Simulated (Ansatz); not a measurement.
Cr, pressure series

The reference is Cr in the bcc (W type) structure (space group Im-3m, No. 229; a = 2.8479 Å; non-magnetic).

Cell and atoms are relaxed at each pressure.

Calculations: PBE, PAW, 420 eV (Ansatz, a program for electronic structure; spin-orbit coupling left out), earlier PAW set.

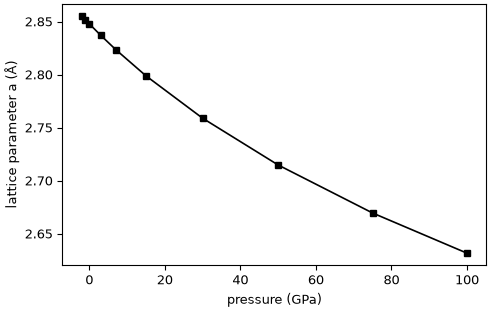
Fig. 1. Lattice parameter a against pressure

```
pressure (GPa)  lattice parameter a
--------------  -------------------
-2                          2.855 Å
-1                          2.852 Å
3                           2.837 Å
7                           2.824 Å
15                          2.799 Å
30                          2.759 Å
50                          2.715 Å
75                          2.670 Å
100                         2.632 Å
```

Load acts through the strain it causes; cell and atoms are relaxed under it. No phonon test of stability was made. No other phases were tried under pressure. Seeded moments were not kept for the base. All final runs are without spin polarisation. Real Cr is antiferromagnetic at low temperature and ambient pressure, an order that this cell doesn't hold.
